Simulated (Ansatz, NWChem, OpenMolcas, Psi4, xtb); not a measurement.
## Loss of H2: C2H5I → C2H3I + H2

Species: C2H5I (iodoethane) `CCI`, singlet; C2H3I (vinyl iodide) `C=CI`, singlet; H2 (hydrogen), singlet. 

Shapes, held fixed at every level: PBE0-D4/def2-TZVP. Programs: Ansatz 0.2.0, NWChem 7.3.0, OpenMolcas 26.06, Psi4 1.11, xtb 6.7.1. A level may come from different programs for different species; with the same settings they agree closely. The zero-point and thermal change to 298 K, harmonic and unscaled (PBE0-D4/def2-TZVP), is -28.8 kJ/mol.

```json
{"level": "GFN0-xTB", "kind": "semi-empirical", "ΔH(298 K) (kJ/mol)": "-15.7", "less CCSD(T)/def2-TZVPP": "-155.7"}
{"level": "HF/def2-TZVPP", "kind": "Hartree–Fock", "ΔH(298 K) (kJ/mol)": "+143.4", "less CCSD(T)/def2-TZVPP": "+3.4"}
{"level": "r2SCAN-D4/def2-TZVPP", "kind": "meta-GGA", "ΔH(298 K) (kJ/mol)": "+145.6", "less CCSD(T)/def2-TZVPP": "+5.6"}
{"level": "PBE0/def2-SVP", "kind": "global hybrid", "ΔH(298 K) (kJ/mol)": "+167.1", "less CCSD(T)/def2-TZVPP": "+27.1"}
{"level": "PBE0-D4/def2-TZVPP", "kind": "global hybrid", "ΔH(298 K) (kJ/mol)": "+156.9", "less CCSD(T)/def2-TZVPP": "+16.9"}
{"level": "wB97X-V/def2-TZVPP", "kind": "range-separated hybrid", "ΔH(298 K) (kJ/mol)": "+153.3", "less CCSD(T)/def2-TZVPP": "+13.3"}
{"level": "MP2/def2-SVP", "kind": "perturbation theory", "ΔH(298 K) (kJ/mol)": "+154.4", "less CCSD(T)/def2-TZVPP": "+14.4"}
{"level": "CCSD(T)/def2-SVP", "kind": "coupled cluster or CI", "ΔH(298 K) (kJ/mol)": "+147.6", "less CCSD(T)/def2-TZVPP": "+7.6"}
{"level": "CCSD(T)/def2-TZVPP", "kind": "coupled cluster or CI", "ΔH(298 K) (kJ/mol)": "+140.0", "less CCSD(T)/def2-TZVPP": "0.0"}
```

The highest level, CCSD(T)/def2-TZVPP, gives ΔH(298 K) = +140.0 kJ/mol; the levels span -15.7 to +167.1. They disagree on the sign: 8 of 9 are positive. GFN0-xTB strays far from the other rows. The column of differences is taken from that level and isn't an error. No measured value is set beside it here. For atoms past krypton def2 sets carry core potentials with scalar relativity. Correlated rows may include outer-core shells of I, which these sets cover unevenly.

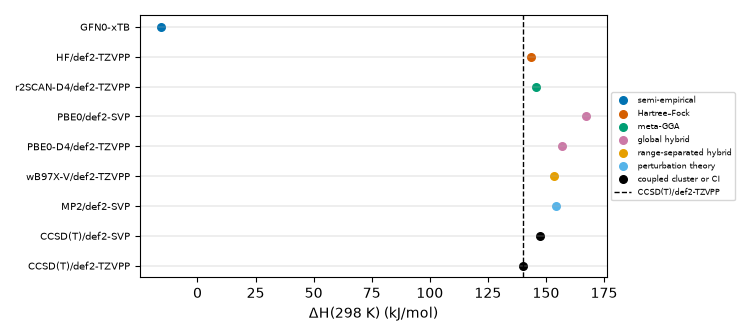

The values of the table, level by level.
